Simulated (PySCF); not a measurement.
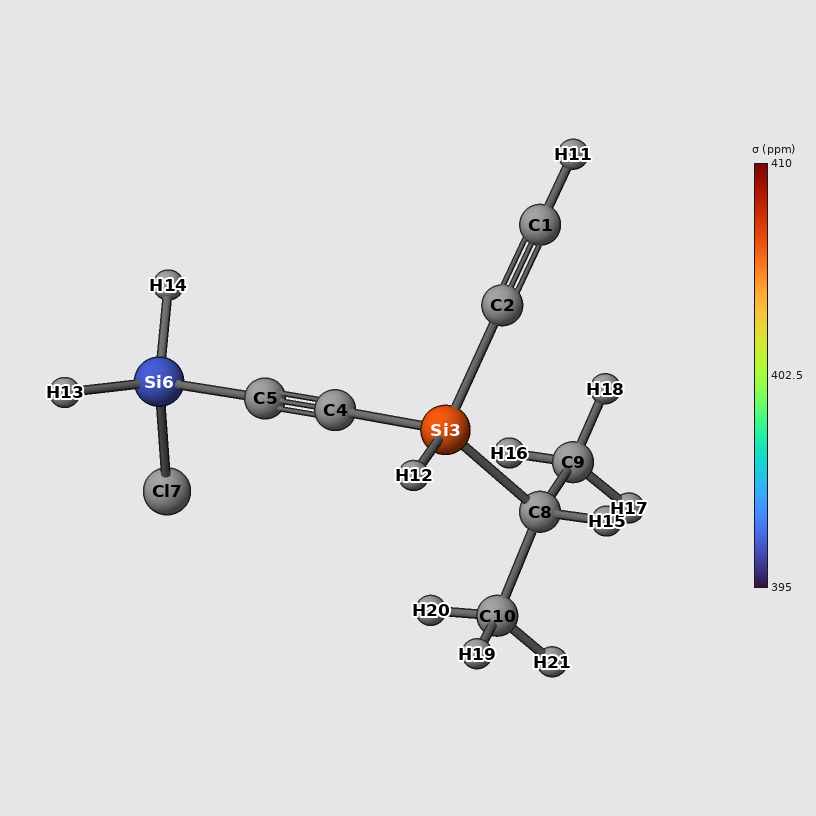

Atoms are coloured by their isotropic NMR shieldings (Si only, the others grey). The geometry was computed by an optimisation with GFN2-xTB. No frequency run is at hand to confirm it as a minimum. Properties computed with GIAO PBE0/pcSseg-1 NMR shielding, non-relativistic, gas phase (PySCF 2.14.0).

Give the isotropic NMR shieldings of the Si atoms atom by atom.

| atom | σ (ppm) |
| --- | --- |
| Si3 | 407.0 |
| Si6 | 396.6 |

The geometry is semi-empirical. Around Si such bond lengths and angles can be off by a tenth of an ångström or more and by several degrees, and values that hang on the shape move with them.
